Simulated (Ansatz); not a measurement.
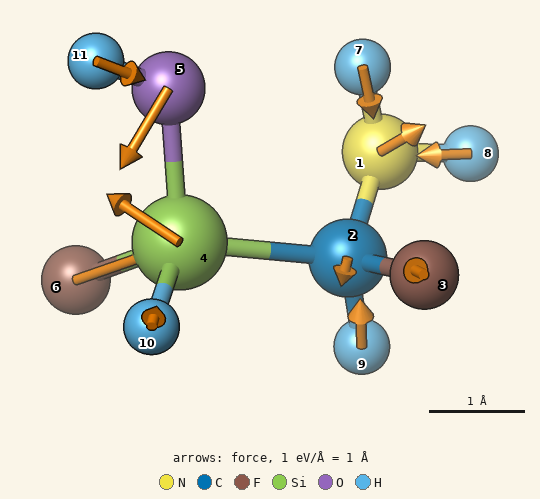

Starting geometry of CH5F2NOSi with the computed forces as orange arrows. A ball-and-stick model, seen at a tilt.

The start comes from PBE-D4/def2-SVP.

Method: RKS PBE0-D4/def2-TZVP (Ansatz).

The input:
```yaml
crystal:
  periodic: [false, false, false]
  atoms:
    - {symbol: N, position_ang: [-0.226152, -1.609852, 0.127617]}
    - {symbol: C, position_ang: [0.611622, -0.567367, 0.553581]}
    - {symbol: F, position_ang: [1.903267, -0.525167, -0.099951]}
    - {symbol: Si, position_ang: [-0.161772, 1.118334, 0.144919]}
    - {symbol: O, position_ang: [-0.857994, 0.867079, -1.351627]}
    - {symbol: F, position_ang: [-1.309525, 1.508165, 1.249834]}
    - {symbol: H, position_ang: [-0.524500, -1.515542, -0.849262]}
    - {symbol: H, position_ang: [0.141426, -2.550201, 0.306580]}
    - {symbol: H, position_ang: [0.837756, -0.681699, 1.637371]}
    - {symbol: H, position_ang: [0.815012, 2.252067, 0.145401]}
    - {symbol: H, position_ang: [-1.163740, 1.647183, -1.843764]}
basis:
  gaussian: {orbitals: def2-TZVP}
hamiltonian: {xc: pbe0, dispersion: d4}
relax: {f_tol: 0.005, max_steps: 150}
```

Command:
```bash
ansatz run in.yaml --threads 4 --pin off --events-out ev --progress --plain --max-ram 10444MiB
```

### What follows when this structure is relaxed?

It isn't relaxed: the largest force vector, on F6, is 1.39 eV/Å. The final displacements follow the starting forces only in part (cosine between the two patterns 0.52). The atom that moves furthest after the best rigid fit is F6 (0.063 Å). Largest moves by element: F 0.063 Å, O 0.059 Å, H 0.049 Å, C 0.022 Å, Si 0.020 Å, N 0.017 Å. Some distances before and after: Si4–F6 1.640 → 1.595 Å, Si4–O5 1.670 → 1.632 Å, C2–H9 1.113 → 1.094 Å, Si4–H10 1.496 → 1.479 Å. Bond angles that change, for instance: Si4–O5–H11 117.7° → 119.9°. Over 10 geometry steps the energy falls by 8.82 kJ/mol. The largest force component goes from 1 to 0.0007 eV/Å.
